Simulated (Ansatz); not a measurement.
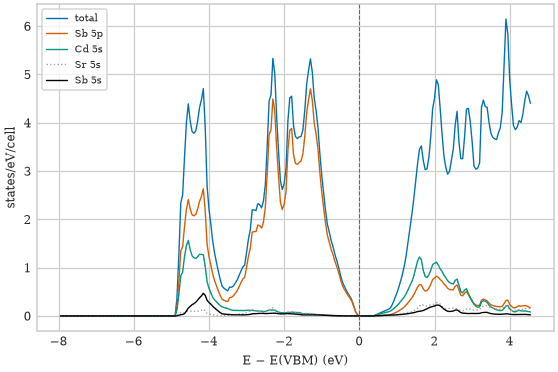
*Total and projected density of states of SrCd2Sb2 in space group P-3m1 (No. 164; Sr on 1a, Cd on 2d, Sb on 2d), the program Ansatz at the r²SCAN level (PAW)*

Problem. Which orbitals carry the states next to the gap?

Solution. Top 1 eV of the valence band: Sb 5p 89 %, outside the projected shells 7 %. Bottom 1 eV of the conduction band: Cd 5s 42 %, Sb 5p 17 %, outside the projected shells 31 %. Projections are on Löwdin-orthogonalised atomic valence shells; empty p or d shells of many metals are not among them.

Problem. Where is the tallest occupied peak in this window, and what makes it?

Solution. Near -2.3 eV, about 5.3 states/eV per cell; the largest projected share is Sb 5p.

The workflow started from an entry of the Crystallography Open Database (COD). Whether it is the stable phase at ambient conditions was not checked. The cell was relaxed with r²SCAN under the symmetry of its start; whether a distortion lowers the energy is not shown. Spin–orbit coupling is left out wherever it is not named.

Potentials: the later of the program's two PAW sets.
